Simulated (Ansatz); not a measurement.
## SiNH8OF: geometry relaxation

System: SiNH8OF.
Method: RKS PBE0-D4/def2-TZVP (Ansatz 0.2.0).

The geometry is a transition state displaced along its imaginary mode. The reaction was set up to form Si1–F7, H6–O9 and N2–H8 and to break Si1–N2, H6–F7 and H8–O9 (atoms counted from 1 in the order of the input); sticks are drawn by distance alone. Figures and captions count atoms from 1; the log counts them from 0 in places.

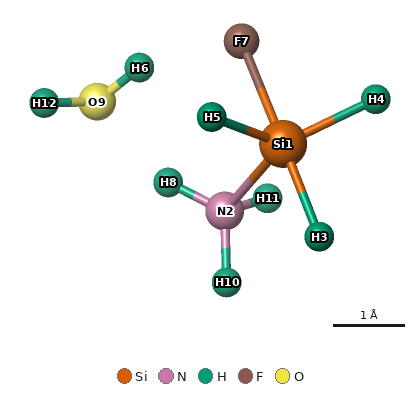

Fig. 1: The input geometry (ball-and-stick view, seen at a tilt; atoms are numbered from 1 in the order of the input). Bond lengths as drawn: F–Si 1.84 Å, H–N 0.91 to 1.03 Å, H–O 0.84 to 0.97 Å, H–Si 1.47 to 1.55 Å and N–Si 1.91 Å.

Summary

| quantity | value |
| --- | --- |
| outcome | converged |
| total energy | −14256.5400 eV |
| mean-field energy | −14256.3864 eV |
| dispersion energy | −0.1536 eV |
| SCF solution under orbital rotations | stable |
| largest force (length of the vector) at the end | 0.004 eV/Å |
| dipole moment | 3.68 D |
| hardware | 4 threads of Arm Neoverse V2, 23 GiB of memory available, shared host |
| wall time | 25 s (CPU time 93 s) |
| peak memory | 0.39 GiB |

Input file
```yaml
crystal:
  periodic: [false, false, false]
  atoms:
    - {symbol: Si, position_ang: [-1.036197, 0.515864, -0.565884]}
    - {symbol: N, position_ang: [0.305570, -0.837612, -0.544190]}
    - {symbol: H, position_ang: [-1.151530, 0.487884, -2.115814]}
    - {symbol: H, position_ang: [-2.418384, 0.132592, -0.249978]}
    - {symbol: H, position_ang: [-0.425103, 1.862981, -0.428788]}
    - {symbol: H, position_ang: [0.691801, 0.216815, 1.522201]}
    - {symbol: F, position_ang: [-0.849727, 0.354062, 1.257112]}
    - {symbol: H, position_ang: [0.921620, -0.601539, 0.079090]}
    - {symbol: O, position_ang: [1.468694, -0.078275, 1.409933]}
    - {symbol: H, position_ang: [0.612390, -1.061997, -1.490811]}
    - {symbol: H, position_ang: [-0.172619, -1.676597, -0.188366]}
    - {symbol: H, position_ang: [2.053583, 0.685922, 1.315494]}
basis:
  gaussian: {orbitals: def2-TZVP}
hamiltonian: {xc: pbe0, dispersion: d4}
relax: {f_tol: 0.005, max_steps: 200}
```

Command:
```bash
ansatz run in.yaml --threads 4 --pin off --events-out ev --progress --plain --max-ram 9574MiB
```

What the program printed
```
Functional definition: PBE0
  name "PBE0"
  cite "Adamo & Barone, J. Chem. Phys. 110, 6158 (1999) doi:10.1063/1.478522"
  cite "Perdew, Burke & Ernzerhof, Phys. Rev. Lett. 77, 3865 (1996) doi:10.1103/PhysRevLett.77.3865"
  parent pbe
  parameter a = 0.25
  parameter kappa = 0.804
  parameter beta = 0.06672455060314922
  exchange = (1 - a)*pbe_x(kappa = kappa, mu = beta*pi^2/3) + a*exact_x
  correlation = pbe_c(beta = beta)
1082 factors; their error is unknown
mean field evaluation 1: about -14245.9362 eV, gradient 7.5e1 eV
mean field evaluation 2: about -14239.2652 eV, gradient 9.6e1 eV
mean field evaluation 4: about -14254.6667 eV, gradient 4.4e0 eV
mean field evaluation 8: about -14254.6958 eV, gradient 6.5e-2 eV
mean field evaluation 16: about -14254.7371 eV, gradient 1.4e-5 eV
mean field -14254.73711747 eV, -523.8519268592 hartree, gradient 1.4e-5 eV, S^2 0.000000; 0 other end points of the search recorded, 0 dependent functions left out
the calculation of the forces begins
reference -14254.73714666 eV, -523.8519279320 hartree; 23, 23 occupied and 155, 155 virtual orbitals, 1082 factors
relax step   1: F+E_penalty+E_count = -14254.90027246 eV  Δ(F+E_penalty+E_count) = +0.000e0 eV  max|allowed force component| = 1.155e1 eV/Å  Δτ_max = 0.0000 Å  (27 SCF iters, accepted)
these checks for a lower state are left out or cut short: starts, cluster_reference, orbital_swaps, neighbouring_geometries, increment
1082 factors; their error is unknown
mean field -14256.22723082 eV, -523.9066875149 hartree, gradient 1.6e-5 eV, S^2 0.000000; 0 other end points of the search recorded, 0 dependent functions left out
[... from here on the field's lines of each further geometry are left out, up to the last ...]
relax step   2: F+E_penalty+E_count = -14256.38507765 eV  Δ(F+E_penalty+E_count) = -1.485e0 eV  max|allowed force component| = 1.533e0 eV/Å  Δτ_max = 0.1947 Å  (30 SCF iters, accepted)
relax step   3: F+E_penalty+E_count = -14256.47605768 eV  Δ(F+E_penalty+E_count) = -9.098e-2 eV  max|allowed force component| = 6.228e-1 eV/Å  Δτ_max = 0.1002 Å  (30 SCF iters, accepted)
relax step   4: F+E_penalty+E_count = -14256.50859158 eV  Δ(F+E_penalty+E_count) = -3.253e-2 eV  max|allowed force component| = 5.244e-1 eV/Å  Δτ_max = 0.0730 Å  (31 SCF iters, accepted)
relax step   5: F+E_penalty+E_count = -14256.53631850 eV  Δ(F+E_penalty+E_count) = -2.773e-2 eV  max|allowed force component| = 1.390e-1 eV/Å  Δτ_max = 0.0687 Å  (30 SCF iters, accepted)
relax step   6: F+E_penalty+E_count = -14256.53869526 eV  Δ(F+E_penalty+E_count) = -2.377e-3 eV  max|allowed force component| = 7.469e-2 eV/Å  Δτ_max = 0.0445 Å  (31 SCF iters, accepted)
relax step   7: F+E_penalty+E_count = -14256.53967044 eV  Δ(F+E_penalty+E_count) = -9.752e-4 eV  max|allowed force component| = 4.491e-2 eV/Å  Δτ_max = 0.0119 Å  (32 SCF iters, accepted)
relax step   8: F+E_penalty+E_count = -14256.53979410 eV  Δ(F+E_penalty+E_count) = -1.237e-4 eV  max|allowed force component| = 2.152e-2 eV/Å  Δτ_max = 0.0046 Å  (32 SCF iters, accepted)
relax step   9: F+E_penalty+E_count = -14256.53984800 eV  Δ(F+E_penalty+E_count) = -5.390e-5 eV  max|allowed force component| = 2.369e-2 eV/Å  Δτ_max = 0.0097 Å  (32 SCF iters, accepted)
relax step  10: F+E_penalty+E_count = -14256.53994431 eV  Δ(F+E_penalty+E_count) = -9.630e-5 eV  max|allowed force component| = 1.183e-2 eV/Å  Δτ_max = 0.0106 Å  (31 SCF iters, accepted)
relax step  11: F+E_penalty+E_count = -14256.53999804 eV  Δ(F+E_penalty+E_count) = -5.373e-5 eV  max|allowed force component| = 8.490e-3 eV/Å  Δτ_max = 0.0143 Å  (32 SCF iters, accepted)
the calculation of the forces begins
reference -14256.38643786 eV, -523.9125382657 hartree; 23, 23 occupied and 155, 155 virtual orbitals, 1082 factors
relax step  12: F+E_penalty+E_count = -14256.54001060 eV  Δ(F+E_penalty+E_count) = -1.256e-5 eV  max|allowed force component| = 3.315e-3 eV/Å  Δτ_max = 0.0042 Å  (32 SCF iters, accepted)
1082 factors; their error is unknown
mean field evaluation 96: about -14256.3440 eV, gradient 1.2e-4 eV
```

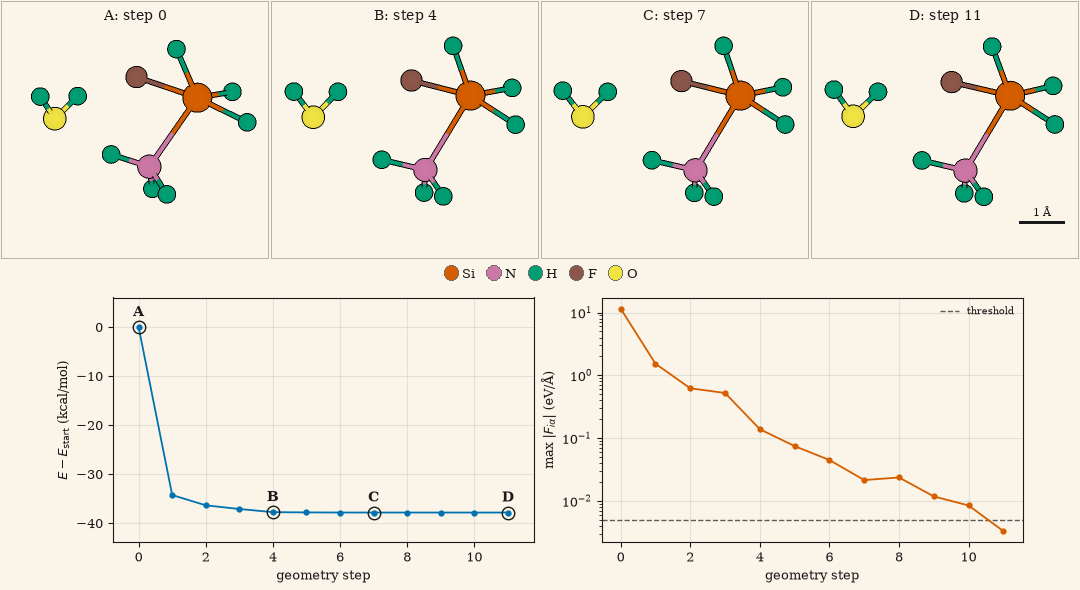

Fig. 2: Frames of the relaxation (ball-and-stick view, seen at a tilt) above the curves, on which the letters mark them (the first geometry is step 0 here and step 1 in the log).

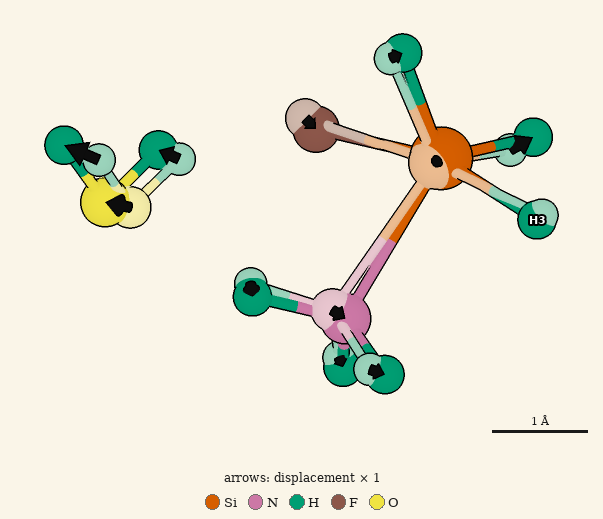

Fig. 3: Start (faint) and end (solid) with the displacements as black arrows, at true length (ball-and-stick view, seen at a tilt). The two geometries are laid on each other by the best rigid fit. Over 11 geometry steps the energy falls by 37.8 kcal/mol. Largest force component: 12 eV/Å at the start, 0.0033 eV/Å at the end. The atom that moves furthest after the best rigid fit is H12 (0.40 Å). By element the largest moves are H 0.40 Å, O 0.30 Å, N 0.17 Å, F 0.16 Å, Si 0.10 Å. Among the contacts that change: H6–O9 0.839 → 0.973 Å, N2–H8 0.908 → 1.032 Å, Si1–F7 1.840 → 1.727 Å, Si1–N2 1.906 → 1.979 Å. Among the angles that change: H3–Si1–F7 173.7° → 164.7°, N2–Si1–H3 92.9° → 84.3°, H4–Si1–F7 81.9° → 90.3°. (Atoms are counted from 1 in the order of the input.)

```
mean field -14256.38640763 eV, -523.9125371546 hartree, gradient 1.8e-5 eV, S^2 0.000000; 1 other end points of the search recorded, 0 dependent functions left out
the calculation of the forces begins
reference -14256.38643786 eV, -523.9125382657 hartree; 23, 23 occupied and 155, 155 virtual orbitals, 1082 factors
Total energy: -14256.54004084 eV, -523.9181830709 hartree
Atom 0 at    -1.134764     0.530618    -0.549976 Å, force    -0.001636    -0.001568     0.001810 eV/Å
Atom 1 at     0.197169    -0.931074    -0.637082 Å, force    -0.003315     0.000717    -0.001999 eV/Å
Atom 2 at    -1.121202     0.428337    -2.077634 Å, force    -0.000546    -0.000923    -0.000534 eV/Å
Atom 3 at    -2.599516     0.290606    -0.398106 Å, force     0.001780     0.000290     0.000399 eV/Å
Atom 4 at    -0.557224     1.902995    -0.467331 Å, force     0.001094     0.000412    -0.000138 eV/Å
Atom 5 at     0.818032     0.283605     1.714197 Å, force     0.001507     0.000219     0.001087 eV/Å
Atom 6 at    -0.906954     0.257373     1.140183 Å, force    -0.000874     0.000520    -0.001799 eV/Å
Atom 7 at     1.006307    -0.676126    -0.049214 Å, force     0.001582     0.000170     0.000669 eV/Å
Atom 8 at     1.732878     0.014587     1.518531 Å, force     0.000236     0.000251     0.000057 eV/Å
Atom 9 at     0.485279    -1.120551    -1.589245 Å, force     0.001511     0.000809    -0.000139 eV/Å
Atom 10 at    -0.194136    -1.778429    -0.235892 Å, force     0.000612     0.000510     0.001090 eV/Å
Atom 11 at     2.274229     0.798161     1.631567 Å, force    -0.001952    -0.001407    -0.000502 eV/Å
Dipole moment:     0.618145    -0.417237    -0.178151 e Å
```

Trajectory as extended XYZ (Å, eV, eV/Å), 12 frames, from step=1 to step=12
```
12
Properties=species:S:1:pos:R:3:forces:R:3 step=1 energy=-14254.90027
Si   -1.0362    0.5159   -0.5659   -0.1989   0.3905   0.6835
N     0.3056   -0.8376   -0.5442   -6.7512  -3.0682  -6.2920
H    -1.1515    0.4879   -2.1158    0.2444  -0.1831   0.3812
H    -2.4184    0.1326   -0.2500   -0.4318  -0.0806  -0.2902
H    -0.4251    1.8630   -0.4288    0.0060   0.0821  -0.1615
H     0.6918    0.2168    1.5222   -9.8256   3.7828   1.9808
F    -0.8497    0.3541    1.2571   -0.5115   0.0635  -0.7672
H     0.9216   -0.6015    0.0791    5.5293   1.6042   4.4244
O     1.4687   -0.0783    1.4099   11.5509  -2.7838  -0.4981
H     0.6124   -1.0620   -1.4908    0.2724   0.2262   0.4009
H    -0.1726   -1.6766   -0.1884    0.2615   0.3570  -0.1138
H     2.0536    0.6859    1.3155   -0.1456  -0.3906   0.2520
12
Properties=species:S:1:pos:R:3:forces:R:3 step=2 energy=-14256.38508
Si   -1.0875    0.5210   -0.5553    0.1384   0.1204   0.4174
N     0.2346   -0.8641   -0.6103   -1.5330  -0.7283  -0.5574
H    -1.1121    0.4311   -2.0902   -0.0786   0.0443   0.0614
H    -2.5076    0.1460   -0.3404   -0.0535   0.0586   0.0190
H    -0.4665    1.8730   -0.4790   -0.1185   0.0209   0.0169
H     0.7266    0.2343    1.6501   -0.9801   0.3758   0.3387
F    -0.8541    0.3485    1.2492   -0.2030  -0.0239  -0.8527
H     0.9636   -0.6111    0.0509    1.0768   0.0754   0.3520
O     1.6266   -0.0510    1.4722    1.4687  -0.0060  -0.0394
H     0.5189   -1.0669   -1.5625    0.2606   0.1836   0.1691
H    -0.2147   -1.7046   -0.2432    0.1628   0.1012  -0.0001
H     2.1722    0.7440    1.4585   -0.1407  -0.2220   0.0752
12
Properties=species:S:1:pos:R:3:forces:R:3 step=3 energy=-14256.47606
Si   -1.0926    0.5295   -0.5817   -0.0433  -0.0107   0.6228
N     0.2108   -0.8898   -0.6100   -0.3108  -0.1615  -0.0921
H    -1.1548    0.4607   -2.1134    0.1307  -0.0840   0.0655
H    -2.5235    0.1888   -0.3581   -0.0283   0.0516  -0.0050
H    -0.5026    1.8941   -0.4918   -0.0434  -0.0017   0.0078
H     0.7524    0.1989    1.6887    0.2438   0.0563  -0.0476
F    -0.8427    0.3081    1.1940   -0.1660   0.0984  -0.4732
H     0.9983   -0.6313    0.0259    0.0338  -0.0533  -0.2570
O     1.6901   -0.0291    1.4815    0.0622   0.2681   0.1715
H     0.4895   -1.0961   -1.5603    0.2499   0.0119  -0.0025
H    -0.2141   -1.7282   -0.2180    0.0407   0.0856   0.0137
H     2.1894    0.7945    1.5433   -0.1692  -0.2605  -0.0039
12
Properties=species:S:1:pos:R:3:forces:R:3 step=4 energy=-14256.50859
Si   -1.1094    0.5240   -0.5696   -0.0505   0.0991   0.3911
N     0.1987   -0.8981   -0.6272    0.2440  -0.0369   0.2604
H    -1.1260    0.4308   -2.0985   -0.0297   0.0056   0.0096
H    -2.5479    0.2050   -0.3531   -0.0115   0.0111  -0.0715
H    -0.5424    1.8978   -0.4814   -0.0112   0.0357  -0.0576
H     0.7617    0.2648    1.6788    0.5244  -0.1739  -0.0808
F    -0.8601    0.3233    1.1778   -0.0586  -0.0178  -0.3168
H     0.9998   -0.6405    0.0008   -0.2440  -0.1387  -0.2879
O     1.6934   -0.0300    1.5029   -0.3276   0.4040   0.1447
H     0.5000   -1.0925   -1.5741    0.0657   0.0196   0.0041
H    -0.2087   -1.7440   -0.2374    0.0238   0.0021   0.0168
H     2.2412    0.7595    1.5809   -0.1248  -0.2101  -0.0121
12
Properties=species:S:1:pos:R:3:forces:R:3 step=5 energy=-14256.53632
Si   -1.1329    0.5392   -0.5627   -0.0559  -0.1102   0.1390
N     0.1957   -0.9151   -0.6321    0.1081   0.0236   0.0226
H    -1.1271    0.4265   -2.0934    0.0127   0.0363   0.0547
H    -2.5840    0.2382   -0.3869   -0.0021   0.0406  -0.0657
H    -0.5765    1.9207   -0.4803   -0.0089  -0.0080  -0.0356
H     0.8139    0.2825    1.7198    0.0564  -0.0230  -0.0268
F    -0.9031    0.2976    1.1439    0.0598   0.0140  -0.0931
H     1.0055   -0.6618   -0.0397   -0.0591   0.0037  -0.0023
O     1.7228   -0.0118    1.5218   -0.0996  -0.0501   0.0078
H     0.4946   -1.1118   -1.5791   -0.0237  -0.0026  -0.0334
H    -0.1927   -1.7620   -0.2283   -0.0409  -0.0102   0.0067
H     2.2840    0.7578    1.6170    0.0533   0.0860   0.0261
12
Properties=species:S:1:pos:R:3:forces:R:3 step=6 energy=-14256.53869
Si   -1.1448    0.5333   -0.5564    0.0590   0.0515  -0.0702
N     0.1912   -0.9225   -0.6361    0.0747  -0.0137  -0.0029
H    -1.1234    0.4320   -2.0855   -0.0263  -0.0269   0.0124
H    -2.6030    0.2530   -0.4025    0.0318   0.0030   0.0135
H    -0.5922    1.9175   -0.4902   -0.0186   0.0132   0.0079
H     0.8314    0.2801    1.7210   -0.0301   0.0293   0.0028
F    -0.8913    0.2935    1.1320   -0.0454  -0.0267   0.0518
H     1.0028   -0.6681   -0.0513   -0.0188   0.0191   0.0140
O     1.7415   -0.0005    1.5252    0.0261  -0.0435  -0.0127
H     0.4858   -1.1184   -1.5852   -0.0380  -0.0053  -0.0097
H    -0.1957   -1.7686   -0.2288   -0.0153  -0.0168  -0.0081
H     2.2978    0.7688    1.6578    0.0008   0.0170   0.0011
12
Properties=species:S:1:pos:R:3:forces:R:3 step=7 energy=-14256.53967
Si   -1.1377    0.5348   -0.5557   -0.0199  -0.0014  -0.0217
N     0.1942   -0.9221   -0.6349    0.0449  -0.0083   0.0048
H    -1.1257    0.4282   -2.0839    0.0083  -0.0001   0.0025
H    -2.5944    0.2532   -0.4006    0.0023   0.0087   0.0087
H    -0.5884    1.9199   -0.4851   -0.0009  -0.0025   0.0032
H     0.8249    0.2855    1.7126   -0.0137   0.0083   0.0131
F    -0.8956    0.2886    1.1370    0.0016  -0.0014   0.0055
H     1.0036   -0.6689   -0.0457   -0.0068  -0.0004  -0.0012
O     1.7355   -0.0024    1.5250    0.0175   0.0001  -0.0104
H     0.4873   -1.1163   -1.5848   -0.0175   0.0013   0.0001
H    -0.1974   -1.7681   -0.2312   -0.0083  -0.0008  -0.0053
H     2.2938    0.7678    1.6472   -0.0074  -0.0034   0.0007
12
Properties=species:S:1:pos:R:3:forces:R:3 step=8 energy=-14256.53979
Si   -1.1369    0.5347   -0.5557   -0.0090  -0.0023  -0.0027
N     0.1951   -0.9235   -0.6357    0.0215  -0.0074   0.0055
H    -1.1235    0.4280   -2.0837    0.0024   0.0004   0.0024
H    -2.5938    0.2560   -0.3990   -0.0011   0.0060   0.0002
H    -0.5874    1.9196   -0.4839    0.0006  -0.0028   0.0017
H     0.8241    0.2846    1.7170    0.0019   0.0019  -0.0035
F    -0.8959    0.2871    1.1375    0.0012  -0.0031  -0.0041
H     1.0052   -0.6711   -0.0475   -0.0053   0.0041   0.0018
O     1.7347    0.0002    1.5227    0.0024  -0.0016   0.0017
H     0.4851   -1.1176   -1.5865   -0.0093   0.0014   0.0002
H    -0.1980   -1.7690   -0.2320   -0.0036   0.0016  -0.0039
H     2.2914    0.7711    1.6468   -0.0016   0.0018   0.0007
12
Properties=species:S:1:pos:R:3:forces:R:3 step=9 energy=-14256.53985
Si   -1.1360    0.5340   -0.5544   -0.0174  -0.0089  -0.0133
N     0.1954   -0.9258   -0.6363    0.0237  -0.0074   0.0025
H    -1.1231    0.4290   -2.0826    0.0023  -0.0005   0.0064
H    -2.5948    0.2641   -0.3973    0.0010   0.0052  -0.0057
H    -0.5801    1.9155   -0.4789    0.0047   0.0074  -0.0028
H     0.8219    0.2856    1.7156    0.0009   0.0008  -0.0030
F    -0.8976    0.2803    1.1371    0.0009  -0.0052   0.0169
H     1.0054   -0.6733   -0.0482   -0.0053   0.0065   0.0021
O     1.7334    0.0043    1.5214   -0.0018  -0.0116   0.0005
H     0.4856   -1.1191   -1.5872   -0.0093   0.0012  -0.0019
H    -0.1969   -1.7718   -0.2331   -0.0061   0.0013  -0.0035
H     2.2869    0.7775    1.6438    0.0064   0.0112   0.0017
12
Properties=species:S:1:pos:R:3:forces:R:3 step=10 energy=-14256.53994
Si   -1.1356    0.5328   -0.5527   -0.0118  -0.0106  -0.0052
N     0.1959   -0.9285   -0.6368    0.0093  -0.0036   0.0047
H    -1.1214    0.4292   -2.0807   -0.0001  -0.0009   0.0044
H    -2.5969    0.2745   -0.3979    0.0034   0.0023  -0.0043
H    -0.5724    1.9109   -0.4738    0.0060   0.0090  -0.0020
H     0.8208    0.2857    1.7145    0.0052  -0.0013  -0.0021
F    -0.9011    0.2712    1.1383    0.0001  -0.0036   0.0070
H     1.0057   -0.6756   -0.0487   -0.0024   0.0050  -0.0007
O     1.7338    0.0091    1.5200   -0.0078  -0.0075   0.0013
H     0.4850   -1.1203   -1.5883   -0.0030   0.0019  -0.0020
H    -0.1965   -1.7749   -0.2346   -0.0034   0.0016  -0.0012
H     2.2827    0.7859    1.6407    0.0045   0.0077   0.0001
12
Properties=species:S:1:pos:R:3:forces:R:3 step=11 energy=-14256.54000
Si   -1.1348    0.5313   -0.5504   -0.0052  -0.0085   0.0014
N     0.1967   -0.9309   -0.6370   -0.0021  -0.0016   0.0005
H    -1.1204    0.4288   -2.0781   -0.0010   0.0006   0.0003
H    -2.5989    0.2869   -0.3986    0.0045   0.0011   0.0003
H    -0.5609    1.9049   -0.4679    0.0031   0.0045  -0.0009
H     0.8187    0.2846    1.7137    0.0039  -0.0007   0.0003
F    -0.9054    0.2600    1.1399   -0.0026   0.0006  -0.0015
H     1.0061   -0.6768   -0.0491    0.0015   0.0021  -0.0008
O     1.7332    0.0141    1.5183   -0.0024  -0.0001   0.0014
H     0.4847   -1.1208   -1.5891    0.0020   0.0016  -0.0010
H    -0.1952   -1.7780   -0.2359   -0.0005   0.0012   0.0012
H     2.2763    0.7960    1.6342   -0.0013  -0.0008  -0.0012
12
Properties=species:S:1:pos:R:3:forces:R:3 step=12 energy=-14256.54001
Si   -1.1348    0.5306   -0.5500   -0.0016  -0.0016   0.0018
N     0.1972   -0.9311   -0.6371   -0.0033   0.0007  -0.0020
H    -1.1212    0.4283   -2.0776   -0.0005  -0.0009  -0.0005
H    -2.5995    0.2906   -0.3981    0.0018   0.0003   0.0004
H    -0.5572    1.9030   -0.4673    0.0011   0.0004  -0.0001
H     0.8180    0.2836    1.7142    0.0015   0.0002   0.0011
F    -0.9070    0.2574    1.1402   -0.0009   0.0005  -0.0018
H     1.0063   -0.6761   -0.0492    0.0016   0.0002   0.0007
O     1.7329    0.0146    1.5185    0.0002   0.0003   0.0001
H     0.4853   -1.1206   -1.5892    0.0015   0.0008  -0.0001
H    -0.1941   -1.7784   -0.2359    0.0006   0.0005   0.0011
H     2.2742    0.7982    1.6316   -0.0020  -0.0014  -0.0005
```

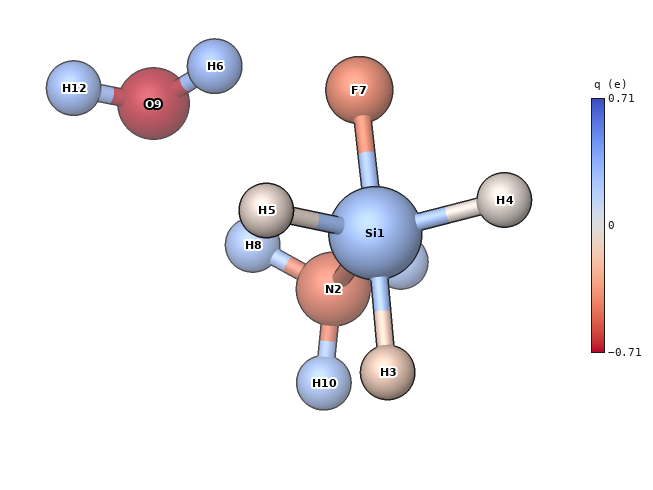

Fig. 4: Mulliken charges, as the colour of each atom (ball-and-stick view, seen at a tilt; atoms are numbered from 1 in the order of the input). By element: Si +0.27, N −0.48, H −0.13 to +0.36, F −0.43 and O −0.68 e.
